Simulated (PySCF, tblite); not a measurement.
# C₄H₇BO₂Si: geometry, infrared bands and NMR shifts

Aim: predict the infrared bands and NMR shifts of C₄H₇BO₂Si (`BO[SiH2]c1ccco1`).

Computed with tblite 0.8.0 and PySCF 2.14.0, with density-fitted response routines of our own, on a single molecule in the gas phase. Atoms count from 0, in the outputs and in this text.

### Step 1. The molecule as given

15 atoms, charge 0, multiplicity 1; geometry from: force field or distance geometry start.

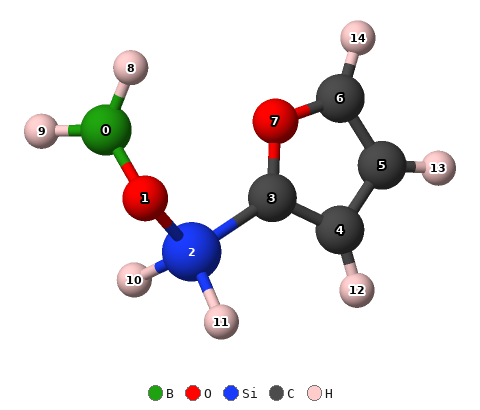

As it starts; boron green, oxygen red, silicon blue, carbon dark grey, hydrogen pink, atoms numbered; sticks join atoms by distance.

### Step 2. Optimising the geometry with GFN2-xTB

What the job is given:

```
{"job": {"kind": "relax", "xc": "GFN2-xTB", "basis": "xTB"}, "charge": 0, "multiplicity": 1}
B     -2.827600     0.567800    -0.248500
O     -2.370100    -0.624200     0.431700
Si    -0.993100    -1.343800    -0.335200
C      0.480700    -0.267100    -0.247200
C      1.796800    -0.694500    -0.188700
C      2.523300     0.490700    -0.127300
C      1.647000     1.556600    -0.130400
O      0.437600     1.042300    -0.192100
H     -2.716200     1.608500     0.318100
H     -3.592200     0.542000    -1.148500
H     -1.329100    -1.749600    -1.718000
H     -0.758800    -2.594800     0.418400
H      2.195400    -1.695800    -0.202800
H      3.599200     0.546200    -0.079600
H      1.902600     2.623600    -0.077500
```

Run with:

```sh
$ OMP_NUM_THREADS=1 python probes_run.py task.json out
```

The driver reads the jobs from task.json and runs them one after another.

The program printed:

```text
step      E/eV     max force
  0    -633.25646    3.640
  1    -633.69220    2.351
  2    -633.87666    1.274
  3    -633.93667    0.938
  4    -633.99526    0.513
  5    -634.01357    0.437
  6    -634.04172    0.393
  7    -634.05787    0.347
  8    -634.07881    0.450
  9    -634.09800    0.466
 10    -634.12019    0.378
 11    -634.14132    0.396
 12    -634.15830    0.399
 13    -634.17587    0.347
 14    -634.19877    0.389
 15    -634.22161    0.341
 16    -634.23958    0.313
 17    -634.25128    0.285
 18    -634.25892    0.324
 19    -634.26459    0.193
 20    -634.26866    0.135
 21    -634.27113    0.105
 22    -634.27261    0.116
 23    -634.27492    0.105
 24    -634.27670    0.094
 25    -634.27812    0.093
 26    -634.27930    0.131
 27    -634.28064    0.135
 28    -634.28220    0.109
 29    -634.28380    0.087
 30    -634.28526    0.092
 31    -634.28661    0.101
 32    -634.28806    0.101
 33    -634.28980    0.103
 34    -634.29176    0.099
 35    -634.29354    0.100
 36    -634.29490    0.087
 37    -634.29588    0.091
 38    -634.29702    0.097
 39    -634.29867    0.099
 40    -634.30064    0.103
 41    -634.30215    0.079
 42    -634.30297    0.064
 43    -634.30339    0.049
 44    -634.30376    0.053
 45    -634.30410    0.046
 46    -634.30442    0.036
 47    -634.30465    0.034
 48    -634.30490    0.038
 49    -634.30513    0.035
 50    -634.30533    0.034
 51    -634.30550    0.032
 52    -634.30569    0.042
 53    -634.30591    0.051
 54    -634.30617    0.050
 55    -634.30645    0.042
 56    -634.30673    0.044
 57    -634.30701    0.042
 58    -634.30735    0.055
 59    -634.30775    0.057
 60    -634.30813    0.056
 61    -634.30848    0.051
 62    -634.30887    0.075
 63    -634.30943    0.092
 64    -634.31020    0.085
 65    -634.31110    0.086
 66    -634.31196    0.092
 67    -634.31256    0.076
 68    -634.31293    0.067
 69    -634.31322    0.035
 70    -634.31337    0.022
 71    -634.31346    0.021
 72    -634.31354    0.020
 73    -634.31358    0.012
 74    -634.31360    0.007
```

It took 0.82 s on 1 thread of Arm Neoverse N1, shared host; peak memory 0.18 GiB.

Along the way: (not every step is listed)

| step | energy from step 0 (eV) | largest force (eV/Å) |
| --- | --- | --- |
| 0 | 0.0000 | 3.6401 |
| 1 | -0.4357 | 2.3513 |
| 2 | -0.6202 | 1.2736 |
| 3 | -0.6802 | 0.9381 |
| 4 | -0.7388 | 0.5133 |
| 5 | -0.7571 | 0.4369 |
| 6 | -0.7853 | 0.3934 |
| 7 | -0.8014 | 0.3469 |
| 8 | -0.8224 | 0.4505 |
| 14 | -0.9423 | 0.3886 |
| 20 | -1.0122 | 0.1351 |
| 26 | -1.0228 | 0.1314 |
| 32 | -1.0316 | 0.1009 |
| 38 | -1.0406 | 0.0967 |
| 44 | -1.0473 | 0.0531 |
| 50 | -1.0489 | 0.0343 |
| 56 | -1.0503 | 0.0437 |
| 62 | -1.0524 | 0.0751 |
| 68 | -1.0565 | 0.0670 |
| 69 | -1.0568 | 0.0349 |
| 70 | -1.0569 | 0.0221 |
| 71 | -1.0570 | 0.0213 |
| 72 | -1.0571 | 0.0204 |
| 73 | -1.0571 | 0.0122 |
| 74 | -1.0571 | 0.0067 |

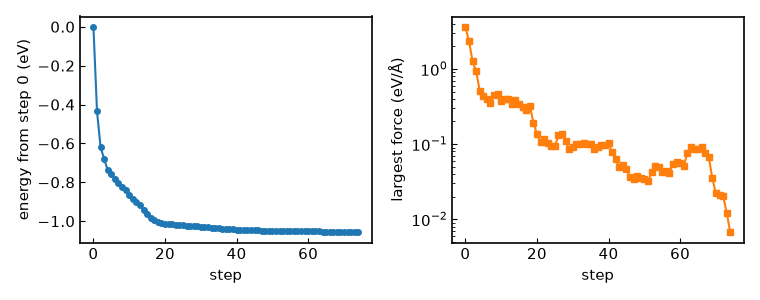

Energy and largest force along the relaxation.

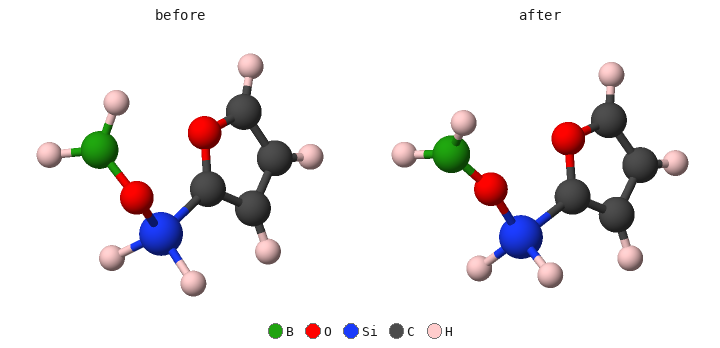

The geometry before (left) and after (right).

Distances of close pairs at the start and the end, largest changes first:

| bond | before (Å) | after (Å) | change (Å) |
| --- | --- | --- | --- |
| B0–O1 | 1.447 | 1.312 | -0.134 |
| O1–Si2 | 1.733 | 1.611 | -0.121 |
| Si2–C3 | 1.827 | 1.875 | +0.048 |
| C3–O7 | 1.311 | 1.356 | +0.044 |
| C6–H14 | 1.098 | 1.073 | -0.026 |
| C6–O7 | 1.316 | 1.337 | +0.021 |
| C4–C5 | 1.391 | 1.411 | +0.020 |
| C5–C6 | 1.380 | 1.363 | -0.017 |

The next job starts from the end point, and lists it.

### Step 3. Harmonic vibrations with GFN2-xTB

What the job is given:

```
{"job": {"kind": "ir", "xc": "GFN2-xTB", "basis": "xTB"}, "charge": 0, "multiplicity": 1}
B     -3.159558     0.569992    -0.168943
O     -2.144346    -0.244443    -0.000492
Si    -0.975838    -1.293839    -0.360317
C      0.623528    -0.320887    -0.255407
C      1.935911    -0.714418    -0.222743
C      2.715708     0.459984    -0.161321
C      1.824345     1.490877    -0.162083
O      0.569832     1.033182    -0.219131
H     -3.550970     1.181069     0.758863
H     -3.673389     0.676171    -1.226421
H     -1.131534    -1.870894    -1.702973
H     -1.071398    -2.317538     0.681737
H      2.288886    -1.725349    -0.240642
H      3.783676     0.529792    -0.121194
H      1.960734     2.554291    -0.126500
```

The program printed:

```text
mode    cm-1     km/mol
  1      18.8      0.13
  2      57.6      0.11
  3     114.7      1.11
  4     120.6      0.51
  5     160.2      1.61
  6     192.9      0.33
  7     269.2      7.85
  8     458.4     26.45
  9     510.8     96.41
 10     584.8     33.99
 11     591.7      2.69
 12     627.2     11.71
 13     720.5     77.00
 14     770.4    375.67
 15     772.9     12.56
 16     795.3    232.99
 17     825.3      6.49
 18     850.3      0.13
 19     861.0      0.24
 20     882.8    141.16
 21     910.3     10.83
 22     949.0     52.89
 23    1041.6     30.40
 24    1093.7      9.58
 25    1118.4      8.16
 26    1189.6     64.89
 27    1206.9      5.12
 28    1219.9      5.86
 29    1368.8      3.68
 30    1414.3    495.20
 31    1436.2    113.67
 32    1554.0     15.96
 33    2189.0    341.36
 34    2251.2    217.73
 35    2533.7    208.82
 36    2563.2    191.43
 37    3160.4      5.95
 38    3176.2     25.54
 39    3186.2     25.83
```

Wall time 0.81 s (1 thread of Arm Neoverse N1, shared host); peak memory 0.18 GiB.

The strongest bands and the atoms that carry them (share of the mass-weighted mode):

| cm⁻¹ | km/mol | atoms |
| --- | --- | --- |
| 770 | 375.7 | Si2 30 %, H10 26 %, H11 23 % |
| 795 | 233.0 | H11 44 %, H10 40 %, Si2 12 % |
| 883 | 141.2 | H9 36 %, H8 36 %, B0 27 % |
| 1414 | 495.2 | O1 46 %, B0 38 % |
| 2189 | 341.4 | H10 91 % |
| 2251 | 217.7 | H11 91 % |
| 2534 | 208.8 | H9 91 % |
| 2563 | 191.4 | H8 89 % |

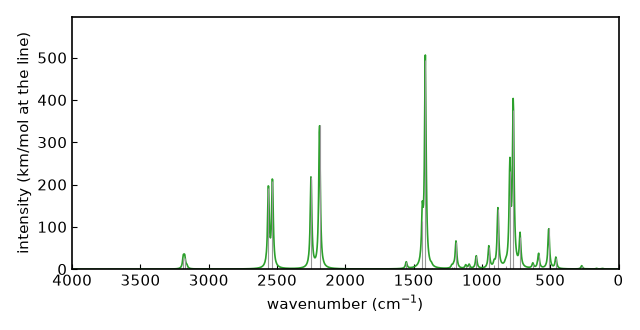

The infrared spectrum from these modes, unscaled. Lines are broadened to a width of 14 cm⁻¹ (Lorentzian).

### Step 4. NMR shieldings: PBE0/pcSseg-1

The job, as its differences from that of step 3:

```diff
@@ -1,2 +1,2 @@
-{"job": {"kind": "ir", "xc": "GFN2-xTB", "basis": "xTB"}, "charge": 0, "multiplicity": 1}
+{"job": {"kind": "nmr", "xc": "PBE0", "basis": "pcSseg-1"}, "charge": 0, "multiplicity": 1}
 B     -3.159558     0.569992    -0.168943
```

With the program's defaults for keys left out, this is: GIAO PBE0/pcSseg-1 NMR shielding, non-relativistic, gas phase.

The program printed:

```text
coarse grid: 13568 points
cycle   1  E = -620.7351081319  dE =  1.407e+00  |g| = 7.566e-01  |ddm| = 3.618e+00
cycle   2  E = -620.5893682068  dE =  1.457e-01  |g| = 1.170e+00  |ddm| = 1.404e+00
cycle   3  E = -620.8388549533  dE = -2.495e-01  |g| = 1.136e-01  |ddm| = 9.566e-01
cycle   4  E = -620.8409412007  dE = -2.086e-03  |g| = 5.339e-02  |ddm| = 1.311e-01
cycle   5  E = -620.8415651498  dE = -6.239e-04  |g| = 1.961e-02  |ddm| = 5.835e-02
cycle   6  E = -620.8416514064  dE = -8.626e-05  |g| = 6.507e-03  |ddm| = 2.073e-02
cycle   7  E = -620.8416592624  dE = -7.856e-06  |g| = 1.676e-03  |ddm| = 4.799e-03
final grid: 127992 points
cycle   8  E = -620.9091297921  dE = -3.083e-05  |g| = 1.178e-02  |ddm| = 2.921e-02
cycle   9  E = -620.9090867689  dE =  4.302e-05  |g| = 1.932e-02  |ddm| = 1.888e-02
cycle  10  E = -620.9091545234  dE = -6.775e-05  |g| = 1.987e-03  |ddm| = 1.327e-02
cycle  11  E = -620.9091554535  dE = -9.301e-07  |g| = 4.640e-04  |ddm| = 2.095e-03
cycle  12  E = -620.9091554958  dE = -4.231e-08  |g| = 1.568e-04  |ddm| = 4.728e-04
cycle  13  E = -620.9091555008  dE = -4.952e-09  |g| = 3.149e-05  |ddm| = 1.302e-04
cycle  14  E = -620.9091555010  dE = -2.028e-10  |g| = 1.083e-05  |ddm| = 3.567e-05
converged SCF energy = -620.9091555010

GIAO shielding tensors (ppm)
atom      isotropic    diamagn.    paramagn.     s11        s22        s33       span
  0 B       52.951     193.084    -140.133      3.833     48.220    106.799    102.966
  1 O      151.717     394.730    -243.013    -27.921     75.341    407.731    435.653
  2 Si     391.270     879.751    -488.482    354.108    374.074    445.627     91.519
  3 C       33.726     256.263    -222.537    -44.290     35.593    109.875    154.165
  4 C       59.492     256.225    -196.733    -42.669     58.306    162.840    205.510
  5 C       69.467     258.472    -189.005    -19.030     64.967    162.465    181.495
  6 C       33.854     250.357    -216.503    -44.589     36.422    109.730    154.319
  7 O       16.579     396.843    -380.263   -137.546    -77.452    264.736    402.281
  8 H       26.077      30.150      -4.073     25.500     25.751     26.980      1.480
  9 H       26.091      29.538      -3.447     25.283     25.836     27.154      1.870
 10 H       25.740      28.367      -2.628     22.533     24.533     30.153      7.620
 11 H       25.895      28.658      -2.763     22.376     24.793     30.516      8.140
 12 H       24.645      32.514      -7.869     22.868     24.099     26.967      4.099
 13 H       24.888      31.076      -6.187     23.005     25.653     26.007      3.002
 14 H       23.848      29.893      -6.045     21.000     24.738     25.806      4.805
```

Wall time 46 s (1 thread of Arm Neoverse N1, shared host); peak memory 0.8 GiB.

Shifts follow as δ = σ(reference) − σ, with reference shieldings (ppm) from runs at the same level and on the same kind of geometry: ¹H TMS 31.72, ¹³C TMS 186.9, ²⁹Si TMS 349.2, ¹⁷O H2O 336.1, ¹¹B BF3·OEt2 100.1. The references are single molecules in the gas phase, so shifts against H2O, NH3, PH3, H3PO4 or CFCl3 are not on the usual liquid scales and can be off by tens of ppm. Atoms listed in one row are averaged.

| atoms | environment | σ (ppm) | δ (ppm) | δ scaled to CDCl3 |
| --- | --- | --- | --- | --- |
| C3 | substituted aromatic carbon next to the ring oxygen | 33.7 | 153.2 | 147.6 |
| C6 | aromatic CH next to the ring oxygen | 33.9 | 153.1 | 147.5 |
| C4 | aromatic CH | 59.5 | 127.4 | 122.5 |
| C5 | aromatic CH | 69.5 | 117.5 | 112.7 |
| H14 | hydrogen on an aromatic CH next to the ring oxygen | 23.85 | 7.87 | 7.52 |
| H12 | hydrogen on an aromatic CH | 24.64 | 7.07 | 6.77 |
| H13 | hydrogen on an aromatic CH | 24.89 | 6.83 | 6.54 |
| H10, H11 | hydrogen on a silicon bonded to C, O | 25.82 | 5.90 | – |
| H8, H9 | hydrogen on a boron bonded to O | 26.08 | 5.63 | – |
| B0 | boron bonded to O, 2 H | 53.0 | 47.1 | – |
| O7 | aromatic ring oxygen | 16.6 | 319.5 | – |
| O1 | oxygen bonded to B, Si | 151.7 | 184.4 | – |
| Si2 | silicon bonded to C, O, 2 H | 391.3 | -42.1 | – |

The scaled column applies a straight-line fit of computed shieldings to shifts measured in CDCl3 (root-mean-square error 0.16 ppm for H, 1.9 ppm for C).

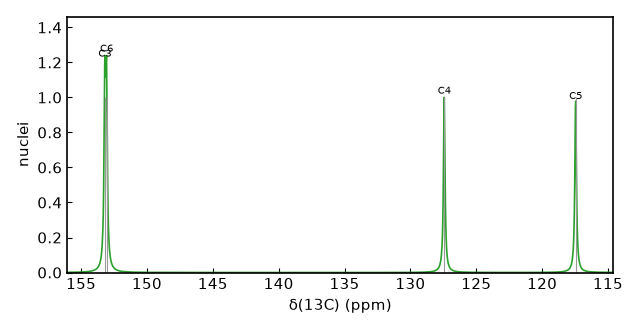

¹³C lines at the computed shifts, without couplings. Lines are broadened to a width of 0.14 ppm (Lorentzian).

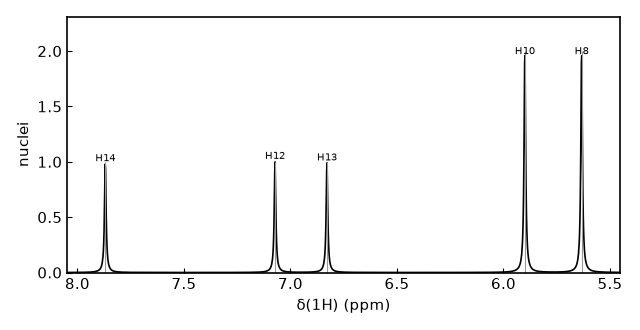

¹H lines at the computed shifts, without couplings. Lines are broadened to a width of 0.01 ppm (Lorentzian).

The run also stored atomic charges by several schemes (e):

| atoms | Mulliken | IAO | Hirshfeld | ESP fit |
| --- | --- | --- | --- | --- |
| B0 | 0.30 | 0.18 | 0.18 | 0.44 |
| O1 | -0.53 | -0.60 | -0.23 | -0.35 |
| Si2 | 0.88 | 1.04 | 0.42 | 0.63 |
| C3 | -0.08 | -0.16 | -0.05 | -0.09 |
| C4 | -0.14 | -0.20 | -0.08 | -0.21 |
| C5 | -0.16 | -0.23 | -0.09 | -0.22 |
| C6 | 0.17 | 0.01 | 0.01 | -0.07 |
| O7 | -0.36 | -0.22 | -0.06 | -0.09 |

ESP fit charges:

B0 0.44; O1 -0.35; Si2 0.63; C3 -0.09; C4 -0.21; C5 -0.22; C6 -0.07; O7 -0.09; H8 -0.16; H9 -0.15; H10 -0.12; H11 -0.13; H12 0.18; H13 0.18; H14 0.17

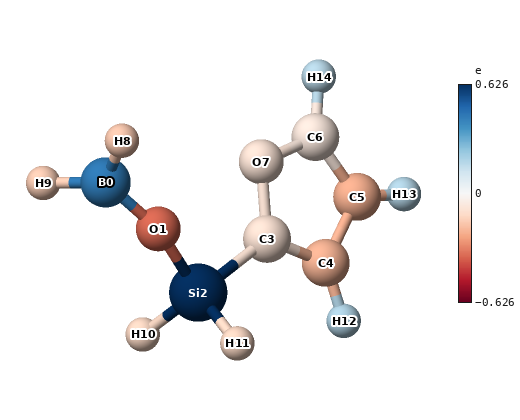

ESP fit charges, as colours on the atoms.

Mayer bond orders: B0–O1 1.21, O1–Si2 0.93, Si2–C3 0.86, C3–C4 1.55, C4–C5 1.28, C5–C6 1.58, C6–O7 1.11, O7–C3 1.03.

Ring of atoms C3, C4, C5, C6, O7: NICS(0) -12.0, NICS(1) -10.9, NICS(1)zz -28.5 ppm (means of both faces).

### Step 5. Summary of results

| quantity | value |
| --- | --- |
| strongest single infrared mode (GFN2-xTB) | 1414 cm⁻¹, 495 km/mol |
| zero-point energy (GFN2-xTB) | 62.5 kcal/mol |
| ¹³C shifts against TMS (PBE0/pcSseg-1) | 153.2, 153.1, 127.4, 117.5 ppm |
| ¹H shifts against TMS (PBE0/pcSseg-1, means over atoms taken as alike) | 7.87, 7.07, 6.83, 5.90, 5.63 ppm |
| ¹¹B shifts against BF3·OEt2 (PBE0/pcSseg-1) | 47.1 ppm |
| ¹⁷O shifts against H2O (PBE0/pcSseg-1) | 319.5, 184.4 ppm |
| ²⁹Si shifts against TMS (PBE0/pcSseg-1) | -42.1 ppm |

**Reading.** Over 74 steps the energy fell by 1.057 eV; of the close pairs, B0–O1 changed most, 1.447 to 1.312 Å. No mode is imaginary among the 39: a minimum at this level. The strongest single mode, at 1414 cm⁻¹, moves mainly O1 and B0. Unscaled tight-binding wavenumbers are off by several per cent, some by more. Its intensities can rank the bands wrongly. At PBE0/pcSseg-1: Shielding is most anisotropic at O1 (span 436 ppm, paramagnetic term -243 ppm). NICS(1)zz of -29 ppm above the planar ring from C3 marks a diatropic (aromatic) ring current.
